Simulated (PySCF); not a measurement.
Molecule: SMILES [O]([AlH][O][Si](C)(C)C)C. Atoms near the plane z = 0.0 Å, at the GFN2-xTB optimised geometry (x, y, z in Å): Al1 (1.1, -0.9, 0.0), H2 (2.6, -0.9, 0.0), O3 (0.4, -2.4, 0.0), C4 (-0.2, -3.7, 0.0), H5 (0.4, -4.3, 0.7), H6 (-1.2, -3.6, 0.4), H7 (-0.2, -4.1, -1.0), O8 (0.3, 0.6, 0.0), Si9 (-0.4, 2.1, 0.0), C10 (0.9, 3.3, 0.6), H13 (0.5, 4.3, 0.6), H14 (1.8, 3.3, 0.0), H20 (-2.6, 1.3, 0.8).

Level of theory: PBE0/def2-SVP in PySCF 2.14.0. Cells within 0.4 Å of a nucleus heavier than hydrogen are left out (blank, or x). The values are rescaled to run from 0 to 1.

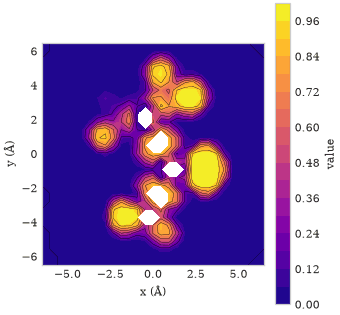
Figure: a field on the plane z = 0.0 Å.

### Question
Which quantity is mapped?
A) log10 of the electron density
B) an orbital amplitude
C) electron localisation function
D) deformation density (molecule minus spherical neutral atoms)

### Answer
C, electron localisation function
